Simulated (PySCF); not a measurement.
# Si(eta1-allyl)4: geometry, NMR shifts and electronic excitations

What NMR shifts and electronic excitations should Si(eta1-allyl)4 (`C=CC[Si](CC=C)(CC=C)CC=C`) show?

The runs use PySCF 2.14.0, with density-fitted response routines of our own; the level of theory stands in each step. All values are computed, except where a source is named. Atoms are numbered from 0 throughout.

## (1) The starting structure

33 atoms, charge 0, multiplicity 1; geometry from: GFN2-xTB. The atoms were then displaced at random by about 0.03 Å, so the start is not that level's minimum.

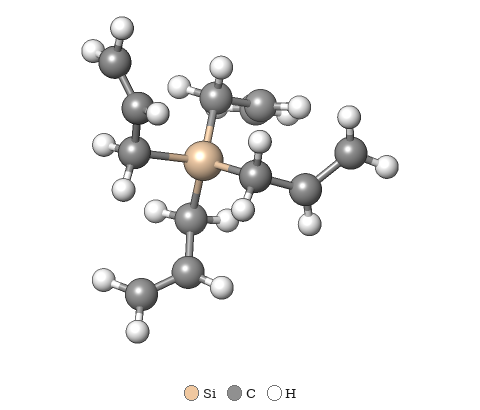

The starting geometry (silicon light orange, carbon grey, hydrogen white); sticks join atoms by distance.

## (2) Relaxing the molecule at PBE0-D3(BJ)/def2-SVP

The job: settings as JSON, then the geometry in Å.

```
{"job": {"xc": "PBE0", "basis": "def2-SVP", "d3": "d3bj", "grid": 1, "maxiter": 40, "shake": 0.03, "kind": "geom"}, "charge": 0, "multiplicity": 1}
Si    -0.116060     0.112750    -0.103740
C     -0.138560     0.171540     1.799820
C      0.449480    -1.051230     2.332530
C      1.787600    -1.074510     2.944620
H     -1.153370     0.239880     2.147050
H      0.409650     1.077600     2.150410
H     -0.027250    -1.963200     2.228580
H      2.323770    -0.173480     3.082880
H      2.108150    -1.981830     3.384280
C      1.586490     0.241330    -0.825100
C      2.307730    -1.034180    -0.619200
C      2.573940    -1.922620    -1.566700
H      2.053050     1.099960    -0.415140
H      1.480620     0.473820    -1.900650
H      2.657470    -1.236790     0.367190
H      2.224900    -1.733790    -2.579690
H      3.087410    -2.810440    -1.393280
C     -1.174310     1.758400    -0.689580
C     -0.514940     2.977700    -0.236160
C      0.144410     3.819940    -0.989040
H     -2.215630     1.683940    -0.356350
H     -1.176590     1.673540    -1.822660
H     -0.630730     3.270830     0.738760
H      0.364720     3.600030    -2.067110
H      0.727410     4.658170    -0.610530
C     -1.113600    -1.334550    -0.766760
C     -2.426460    -1.598440    -0.077610
C     -3.545590    -1.232810    -0.669690
H     -0.447980    -2.266140    -0.585420
H     -1.221870    -1.261050    -1.891160
H     -2.418930    -1.925860     0.895880
H     -3.599330    -0.925580    -1.767840
H     -4.509890    -1.344710    -0.174310
```

On the command line:

```console
$ OMP_NUM_THREADS=2 python probes_run.py task.json out
```

This one command runs all jobs of the session in turn.

**Question.** This job is followed by: GIAO PBE0/pcSseg-1 NMR shielding, non-relativistic, gas phase; TDDFT wB97X-D/def2-SVPD, vertical, gas phase, core orbitals frozen in the response; GIAO KT2/pcSseg-1 NMR shielding, non-relativistic, gas phase. Predict these results of the whole session: point group; rotational constants (main isotopes); 13C shifts against TMS (PBE0/pcSseg-1, means over atoms taken as alike); 1H shifts against TMS (PBE0/pcSseg-1, means over atoms taken as alike); 29Si shifts against TMS (PBE0/pcSseg-1); surface potential, least and greatest; lowest singlet (wB97X-D/def2-SVPD); brightest single state of those computed; lowest triplet; range of the shift of C2.

As calculated:

| quantity | value |
| --- | --- |
| point group | C1 |
| rotational constants (main isotopes) | 0.59, 0.54, 0.44 GHz |
| 13C shifts against TMS (PBE0/pcSseg-1, means over atoms taken as alike) | 144.4, 120.7, 23.0 ppm |
| 1H shifts against TMS (PBE0/pcSseg-1, means over atoms taken as alike) | 6.04, 5.17, 1.62 ppm |
| 29Si shifts against TMS (PBE0/pcSseg-1) | -2.2 ppm |
| surface potential, least and greatest | -0.80 V and 0.80 V |
| lowest singlet (wB97X-D/def2-SVPD) | 6.52 eV (190 nm), f = 0.226 |
| brightest single state of those computed | state 3, 6.65 eV, f = 0.668 |
| lowest triplet | 4.28 eV |
| range of the shift of C2 | 134.1 to 144.4 ppm |

The start was shaken at random, so part of the energy gained undoes that. Over 12 steps the energy fell by 1.575 eV; of the close pairs, Si0–C17 changed most, 2.042 to 1.897 Å. At PBE0/pcSseg-1: The widest tensor belongs to C2, C10, C18, C26: span 245 ppm, with a paramagnetic part of -219 ppm. The lowest singlet, at 6.52 eV, is HOMO→LUMO 0.55, HOMO−2→LUMO 0.12 and is bright; of the 10 states computed, the strongest absorption comes from state 3 at 6.65 eV. The lowest triplet lies 2.23 eV below the lowest singlet (triplets in Tamm-Dancoff, singlets in full TDDFT). Across the 2 runs the shift of C2 (with its like atoms) moves most, between 134.1 (KT2/pcSseg-1) and 144.4 ppm (PBE0/pcSseg-1).
